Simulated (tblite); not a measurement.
**C$_{5}$H$_{12}$N$_{2}$Si: geometry relaxation**

C$_{5}$H$_{12}$N$_{2}$Si, computed with GFN2-xTB geometry optimisation, gas phase (tblite 0.8.0).

It belongs to a series of runs on one base structure; here: H on C replaced by CH=NMe.

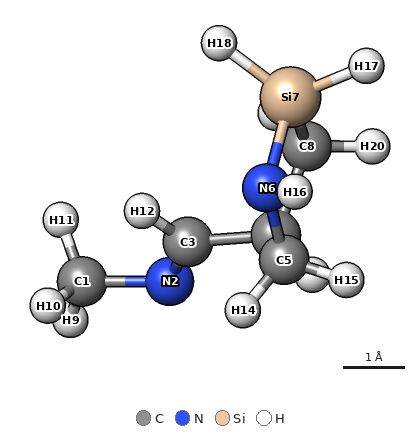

Figure 1. The starting structure (ball-and-stick view, seen at a tilt; atoms are numbered from 1 in the order of the input).

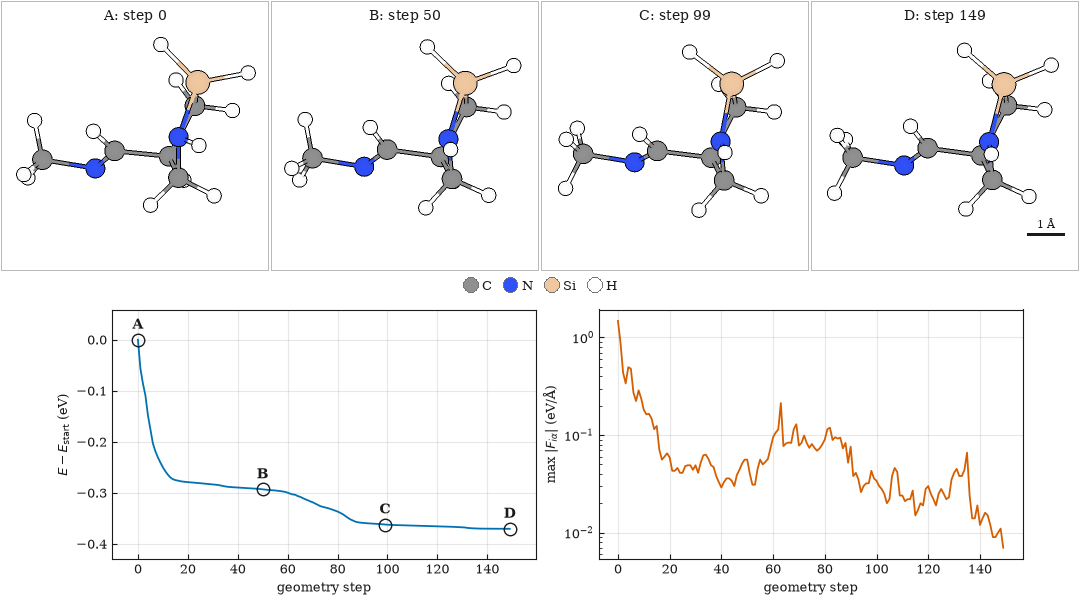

Figure 2. Frames of the relaxation (ball-and-stick view, seen at a tilt) above the curves, on which the letters mark them (steps are counted from 0).

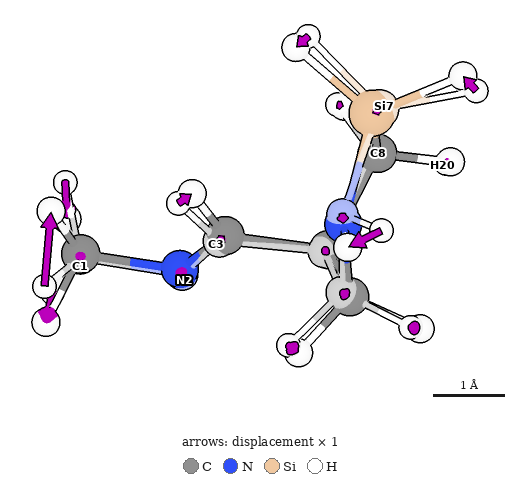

Figure 3. Start (faint) and end (solid) with the displacements as pink arrows, at true length (ball-and-stick view, seen at a tilt). The two geometries are laid on each other by the best rigid fit. The largest move after the best rigid fit is that of H10, 1.07 Å. By element the largest moves are H 1.07 Å, C 0.17 Å, N 0.16 Å, Si 0.13 Å. Among the contacts that change: C1–N2 1.468 → 1.429 Å, C3–C4 1.519 → 1.491 Å, C5–N6 1.473 → 1.447 Å, C4–C8 1.556 → 1.535 Å. Among the angles that change: Si7–N6–H16 110.3° → 126.0°, N6–Si7–H17 108.1° → 116.2°, C1–N2–C3 113.4° → 120.6°. After 149 geometry steps the energy has fallen by 0.370 eV. Largest force component: 1.5 eV/Å at the start, 0.007 eV/Å at the end. (Atoms are counted from 1 in the order of the input.)

The input that produced these results follows, with the program's output.

The input:
```
{"job": {"kind": "relax", "xc": "GFN2-xTB", "basis": "xTB"}, "charge": 0, "multiplicity": 1}
C      3.329400     0.521300    -0.033300
N      2.254000    -0.434300    -0.323300
C      1.088500     0.068300    -0.212900
C     -0.146400    -0.777000    -0.473300
C     -1.077700    -0.082900    -1.465300
N     -1.944800     0.844100    -0.717000
Si    -2.246300     0.334300     0.901100
C     -0.920100    -1.022200     0.854000
H      4.295200     0.047900    -0.215700
H      3.246700     1.401100    -0.679300
H      3.294100     0.840000     1.013700
H      0.909700     1.125000     0.068000
H      0.193800    -1.743100    -0.859400
H     -0.517800     0.464100    -2.246100
H     -1.705700    -0.823100    -1.970600
H     -2.815300     1.002500    -1.201600
H     -3.623500    -0.197800     0.966100
H     -1.915000     1.437200     1.819900
H     -0.281800    -0.996200     1.739300
H     -1.422500    -1.998400     0.815900
```

The first line tells a small driver script what to run in tblite; the rest is the geometry in Å.

Launched with:
```bash
OMP_NUM_THREADS=1 python <driver script> task.json out
```

Output:
```
step      E/eV     max force
  0    -663.52076    1.676
  1    -663.57749    0.934
  2    -663.60663    0.544
  3    -663.63001    0.495
  4    -663.66868    0.631
  5    -663.69627    0.580
  6    -663.72404    0.299
  7    -663.73935    0.250
  8    -663.75130    0.325
  9    -663.76138    0.292
 10    -663.77074    0.210
 11    -663.77849    0.183
 12    -663.78516    0.183
 13    -663.79062    0.183
 14    -663.79392    0.173
 15    -663.79567    0.161
 16    -663.79680    0.075
 17    -663.79783    0.065
 18    -663.79865    0.068
 19    -663.79922    0.066
 20    -663.79968    0.060
 21    -663.80006    0.045
 22    -663.80044    0.047
 23    -663.80086    0.047
 24    -663.80134    0.051
 25    -663.80181    0.051
 26    -663.80223    0.055
 27    -663.80261    0.052
 28    -663.80304    0.050
 29    -663.80354    0.060
 30    -663.80404    0.069
 31    -663.80454    0.058
 32    -663.80516    0.066
 33    -663.80603    0.073
 34    -663.80710    0.072
 35    -663.80811    0.065
 36    -663.80882    0.052
 37    -663.80928    0.059
 38    -663.80964    0.044
 39    -663.80993    0.037
 40    -663.81017    0.033
 41    -663.81041    0.036
 42    -663.81065    0.039
 43    -663.81092    0.037
 44    -663.81120    0.037
 45    -663.81149    0.038
 46    -663.81183    0.044
 47    -663.81224    0.051
 48    -663.81273    0.058
 49    -663.81329    0.069
 50    -663.81391    0.075
 51    -663.81447    0.056
 52    -663.81487    0.041
 53    -663.81521    0.034
 54    -663.81557    0.054
 55    -663.81600    0.062
 56    -663.81654    0.058
 57    -663.81715    0.056
 58    -663.81789    0.062
 59    -663.81887    0.094
 60    -663.82032    0.124
 61    -663.82225    0.124
 62    -663.82381    0.129
 63    -663.82433    0.215
 64    -663.82692    0.113
 65    -663.82844    0.102
 66    -663.83072    0.114
 67    -663.83311    0.094
 68    -663.83503    0.178
 69    -663.83730    0.166
 70    -663.83909    0.097
 71    -663.84157    0.125
 72    -663.84385    0.118
 73    -663.84647    0.108
 74    -663.84804    0.074
 75    -663.84921    0.082
 76    -663.85047    0.076
 77    -663.85191    0.073
 78    -663.85369    0.075
 79    -663.85534    0.087
 80    -663.85725    0.104
 81    -663.85967    0.134
 82    -663.86218    0.147
 83    -663.86569    0.132
 84    -663.86903    0.111
 85    -663.87231    0.107
 86    -663.87454    0.120
 87    -663.87685    0.077
 88    -663.87814    0.093
 89    -663.87897    0.061
 90    -663.87947    0.083
 91    -663.87992    0.048
 92    -663.88030    0.045
 93    -663.88068    0.037
 94    -663.88093    0.036
 95    -663.88121    0.037
 96    -663.88149    0.041
 97    -663.88188    0.045
 98    -663.88233    0.050
 99    -663.88274    0.044
100    -663.88309    0.040
101    -663.88338    0.034
102    -663.88359    0.031
103    -663.88375    0.027
104    -663.88389    0.023
105    -663.88404    0.026
106    -663.88422    0.046
107    -663.88439    0.052
108    -663.88455    0.050
109    -663.88473    0.031
110    -663.88493    0.025
111    -663.88508    0.025
112    -663.88519    0.024
113    -663.88528    0.023
114    -663.88538    0.027
115    -663.88547    0.017
116    -663.88554    0.021
117    -663.88560    0.021
118    -663.88570    0.022
119    -663.88588    0.031
120    -663.88612    0.034
121    -663.88632    0.027
122    -663.88645    0.024
123    -663.88654    0.027
124    -663.88669    0.032
125    -663.88692    0.033
126    -663.88717    0.029
127    -663.88739    0.028
128    -663.88757    0.030
129    -663.88778    0.037
130    -663.88805    0.045
131    -663.88847    0.047
132    -663.88928    0.054
133    -663.88978    0.042
134    -663.89013    0.058
135    -663.89036    0.072
136    -663.89061    0.030
137    -663.89072    0.015
138    -663.89080    0.015
139    -663.89085    0.023
140    -663.89088    0.015
141    -663.89091    0.018
142    -663.89095    0.022
143    -663.89098    0.021
144    -663.89102    0.014
145    -663.89106    0.012
146    -663.89108    0.012
147    -663.89111    0.013
148    -663.89113    0.012
149    -663.89116    0.009
```

Trajectory as extended XYZ (Å, eV, eV/Å), 5 of the 150 frames kept, from step=0 to step=149:
```
20
Properties=species:S:1:pos:R:3:forces:R:3 step=0 energy=-663.52076
C     3.3294    0.5213   -0.0333   -0.0180  -0.4760  -0.1620
N     2.2540   -0.4343   -0.3233   -0.6590   1.4810   0.4270
C     1.0885    0.0683   -0.2129    0.0560  -0.9110  -0.2410
C    -0.1464   -0.7770   -0.4733    0.6090   0.0590   0.6830
C    -1.0777   -0.0829   -1.4653   -0.4050   0.3610   0.0990
N    -1.9448    0.8441   -0.7170    0.0080  -0.2480  -0.4130
Si   -2.2463    0.3343    0.9011    0.0650   0.0570   0.1930
C    -0.9201   -1.0222    0.8540   -0.2290   0.0710  -0.1170
H     4.2952    0.0479   -0.2157   -0.1170  -0.0850  -0.0190
H     3.2467    1.4011   -0.6793    0.0110  -0.0360   0.1170
H     3.2941    0.8400    1.0137   -0.0240  -0.0140  -0.1310
H     0.9097    1.1250    0.0680   -0.0470  -0.3910  -0.0860
H     0.1938   -1.7431   -0.8594    0.0500   0.1260  -0.1200
H    -0.5178    0.4641   -2.2461   -0.1160  -0.0930   0.3270
H    -1.7057   -0.8231   -1.9706    0.1120  -0.1500  -0.0650
H    -2.8153    1.0025   -1.2016    0.2310   0.3660  -0.4150
H    -3.6235   -0.1978    0.9661    0.1810   0.0680   0.3150
H    -1.9150    1.4372    1.8199   -0.1670  -0.1570  -0.1060
H    -0.2818   -0.9962    1.7393    0.1040  -0.1870  -0.3130
H    -1.4225   -1.9984    0.8159    0.3540   0.1580   0.0280
20
Properties=species:S:1:pos:R:3:forces:R:3 step=37 energy=-663.80928
C     3.2885    0.5565   -0.0250    0.0130   0.0070  -0.0090
N     2.1824   -0.3110   -0.3282    0.0110  -0.0120   0.0130
C     1.0010    0.0899   -0.1941   -0.0180  -0.0110  -0.0150
C    -0.1480   -0.8193   -0.4737   -0.0050   0.0010   0.0030
C    -1.1073   -0.1705   -1.4800   -0.0160   0.0020  -0.0150
N    -1.9166    0.7805   -0.7462    0.0090  -0.0410   0.0070
Si   -2.2142    0.3448    0.8866    0.0210   0.0040   0.0170
C    -0.9262   -1.0518    0.8296   -0.0150  -0.0100   0.0030
H     4.2065    0.0276   -0.2742    0.0290  -0.0170   0.0000
H     3.2478    1.4863   -0.5967   -0.0250   0.0470  -0.0260
H     3.3058    0.8177    1.0355    0.0050  -0.0130   0.0300
H     0.7300    1.0988    0.1484   -0.0270   0.0090   0.0000
H     0.2535   -1.7531   -0.8761   -0.0080  -0.0020   0.0010
H    -0.5513    0.3406   -2.2737    0.0140   0.0150   0.0130
H    -1.7214   -0.9503   -1.9520   -0.0140  -0.0070  -0.0020
H    -2.5247    1.3410   -1.3185    0.0080  -0.0020  -0.0090
H    -3.5407   -0.2006    1.2121    0.0110   0.0270  -0.0220
H    -1.9050    1.4911    1.7422    0.0180  -0.0040   0.0170
H    -0.2419   -1.0867    1.6748   -0.0160   0.0220   0.0120
H    -1.4232   -2.0207    0.7894    0.0060  -0.0170  -0.0170
20
Properties=species:S:1:pos:R:3:forces:R:3 step=74 energy=-663.84804
C     3.1945    0.6530    0.0429    0.0220  -0.0140  -0.0020
N     2.1771   -0.3335   -0.1707    0.0290  -0.0130   0.0130
C     0.9754    0.0208   -0.2144   -0.0110   0.0020   0.0190
C    -0.1529   -0.9204   -0.4667   -0.0140   0.0190   0.0070
C    -1.0794   -0.2565   -1.4930   -0.0130   0.0040  -0.0340
N    -1.8476    0.7412   -0.7777   -0.0040  -0.0520  -0.0340
Si   -2.0793    0.4248    0.8903   -0.0240   0.0410  -0.0180
C    -0.9777   -1.1169    0.8110   -0.0100   0.0260   0.0400
H     4.0429    0.4094   -0.5954    0.0000   0.0040  -0.0320
H     2.8544    1.6768   -0.1659    0.0010  -0.0060   0.0420
H     3.5337    0.6033    1.0792   -0.0100  -0.0560   0.0050
H     0.6638    1.0679   -0.0878   -0.0140   0.0450   0.0160
H     0.2366   -1.8733   -0.8345    0.0410   0.0440  -0.0220
H    -0.4934    0.2255   -2.2834    0.0040  -0.0280  -0.0460
H    -1.7186   -1.0177   -1.9611   -0.0560   0.0240   0.0060
H    -2.3948    1.3558   -1.3547   -0.0050  -0.0230  -0.0120
H    -3.4500    0.0972    1.2884   -0.0480  -0.0160   0.0090
H    -1.5626    1.5314    1.6985    0.0160   0.0170   0.0230
H    -0.3284   -1.2705    1.6683    0.0210  -0.0120   0.0140
H    -1.5989   -2.0079    0.7067    0.0740  -0.0060   0.0050
20
Properties=species:S:1:pos:R:3:forces:R:3 step=112 energy=-663.88519
C     3.2301    0.5922    0.0880   -0.0030   0.0040  -0.0060
N     2.1730   -0.3196   -0.2188   -0.0030  -0.0020   0.0210
C     0.9822    0.0722   -0.2380   -0.0020   0.0110  -0.0210
C    -0.1495   -0.8655   -0.4891    0.0020  -0.0020   0.0010
C    -1.1177   -0.2688   -1.5177    0.0070  -0.0080   0.0040
N    -1.9170    0.7180   -0.8226    0.0130   0.0040  -0.0040
Si   -2.1215    0.4368    0.8564   -0.0070  -0.0010  -0.0110
C    -0.9260   -1.0389    0.8249    0.0000   0.0050   0.0010
H     3.9631    0.5536   -0.7183    0.0030  -0.0020  -0.0040
H     2.8896    1.6286    0.2272    0.0050  -0.0050   0.0050
H     3.7198    0.2478    1.0009    0.0040   0.0050  -0.0220
H     0.6893    1.1151   -0.0404   -0.0080  -0.0020   0.0170
H     0.2596   -1.8156   -0.8421   -0.0040  -0.0010  -0.0050
H    -0.5691    0.2026   -2.3415    0.0110  -0.0020   0.0140
H    -1.7402   -1.0686   -1.9443   -0.0040   0.0030   0.0090
H    -2.5253    1.2586   -1.4127    0.0000   0.0020   0.0010
H    -3.4688    0.0358    1.2771   -0.0020  -0.0020   0.0020
H    -1.6652    1.5992    1.6254   -0.0020  -0.0140  -0.0050
H    -0.2369   -1.0924    1.6648   -0.0140  -0.0010   0.0070
H    -1.4746   -1.9804    0.8007    0.0030   0.0070  -0.0030
20
Properties=species:S:1:pos:R:3:forces:R:3 step=149 energy=-663.89116
C     3.2510    0.6011   -0.0008   -0.0020  -0.0020  -0.0060
N     2.1824   -0.3081   -0.2742    0.0050  -0.0020   0.0010
C     0.9888    0.0544   -0.1494    0.0030   0.0010  -0.0010
C    -0.1458   -0.8755   -0.4176    0.0020   0.0050   0.0010
C    -1.0605   -0.2680   -1.4899   -0.0010  -0.0020  -0.0020
N    -1.8661    0.7395   -0.8336    0.0030   0.0000   0.0000
Si   -2.1898    0.4314    0.8219    0.0020  -0.0020   0.0040
C    -0.9800   -1.0339    0.8608    0.0010   0.0020  -0.0030
H     3.8563    0.6982   -0.9032   -0.0030  -0.0010  -0.0010
H     2.9112    1.5956    0.3211   -0.0020   0.0070  -0.0020
H     3.8816    0.1645    0.7746   -0.0020  -0.0060   0.0050
H     0.6962    1.0666    0.1698   -0.0050  -0.0010   0.0070
H     0.2638   -1.8299   -0.7593   -0.0010   0.0060   0.0040
H    -0.4677    0.1855   -2.2920    0.0020   0.0010   0.0010
H    -1.6812   -1.0591   -1.9340   -0.0010  -0.0040  -0.0060
H    -2.4309    1.2957   -1.4519   -0.0020  -0.0040  -0.0040
H    -3.5578    0.0100    1.1484    0.0010  -0.0050   0.0000
H    -1.8051    1.5923    1.6286    0.0070   0.0000   0.0010
H    -0.3329   -1.0687    1.7347   -0.0030  -0.0010  -0.0030
H    -1.5186   -1.9807    0.8260   -0.0040   0.0060   0.0020
```

Key numbers:

- outcome: converged
- total energy: −663.8912 eV
- hardware: 1 CPU thread, shared host
- wall time: 3.6 s
- peak memory: 0.18 GiB
